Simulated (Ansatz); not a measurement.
The crystal is PtSe2/PtSe2 (commensurate twisted bilayer).

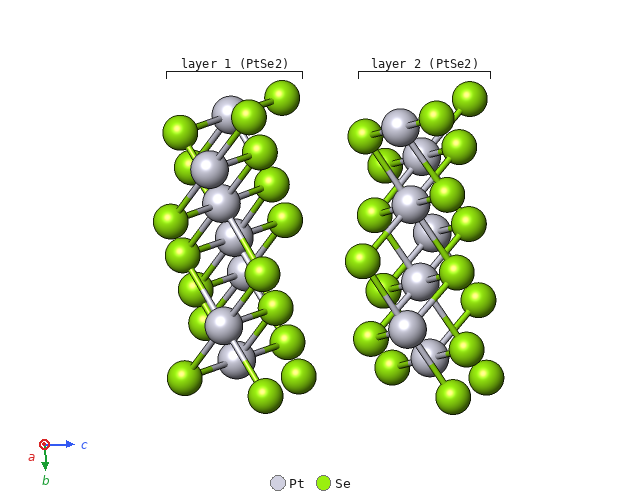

The structure (platinum light grey, selenium green). Bonds to atoms that aren't drawn are left out. Some periodic images of atoms are drawn too.

The cell holds 42 atoms: 14 Pt and 28 Se. Cell: a = 9.895 Å, b = 9.895 Å, c = 39.700 Å, α = 90.0°, β = 90.0°, γ = 120.0°. It derives from Pt1Se2. Regions: layer 1 (PtSe2), 21 atoms (7 Pt and 14 Se); layer 2 (PtSe2), 21 atoms (7 Pt and 14 Se). Vacuum lies along c.

The structure was relaxed with PBE-D3(BJ) (ions only). At the settings of the band run the largest force is still 0.10 eV/Å. The runs that relaxed it are not among those shown. Spin-orbit coupling is left out unless a run names it.

Gaps computed with Ansatz 0.2.0 without a self-energy: PBE 0.61 eV and PBE+SOC 0.57 eV.

Question: Estimate the G0W0@PBE gap with 3×3×1 mesh, 1933 empty bands, screening to 52 eV, PAW set soft_1 files.

About 1.14 eV: on its mesh the run moves the gap from 0.65 eV by +0.53 eV, and the mesh misses the edges by 0.04 eV. Spin-orbit coupling is not in that value; its −0.04 eV at the PBE level would bring it to about 1.10 eV. Bands and cutoff are finite, so the gap is not at the basis limit. The miss can reach some tenths of an eV and take either sign; the mesh is an error of its own. The mesh in the plane is coarse for a sheet; gap and any exciton binding can still move on denser ones. The runs have no spin polarisation. For a closed low-spin shell that is the natural state; where a d or f shell is open it is a constraint, and the gap is then not the crystal's own. With d states at the gap, one-shot GW leans hard on its start. The many-body steps are scalar-relativistic: spin-orbit coupling is not in them.

[Runs of the session that timed out or met a known fault of the program may be left out.]

[Cells called generated may have been cut or substituted from an entry of the Crystallography Open Database or the Materials Project.]

[Hosts, paths, dates, database ids (printed as entryN), source tags and the programs' standing remarks are cut or masked in the printed files.]
